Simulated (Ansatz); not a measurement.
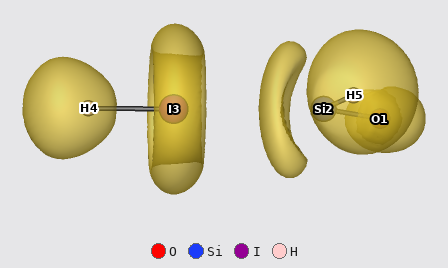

The picture shows: H2IOSi (charge −1). Isosurface of the electron localisation function at 0.8 (yellow), seen from one side. Only the valence region is drawn (cores and ρ < 0.01 e/Å³ removed).

Geometry: PBE0-D4/def2-TZVPD; core potentials replace the inner electrons of I.

These are results of RKS PBE0-D4/def2-TZVPPD in Ansatz 0.2.0, not measurements.

```xyz
5

O    -0.3008   -1.5161   -0.4119
Si    0.3563   -0.1734    0.0068
I    -0.5529    2.6435    0.8342
H    -0.9734    4.2715    1.3152
H     1.9274   -0.3418   -0.0079
```

Identify the bonds, lone pairs and shells in this picture.

Answer. The ELF exceeds this value in two regions around hydrogen nuclei, one region wrapped around I (its lone pairs, merged into a ring or cap), one region wrapped around O (its lone pairs, merged into a ring or cap) and one region wrapped around Si (its valence shell).

Values along the shortest contacts:
Si–O (1.55 Å): the ELF peaks at about 0.85 between the atoms; a polar covalent bond. Si–H (1.58 Å): the ELF climbs to about 1 towards the hydrogen, as it does in any bond to H.
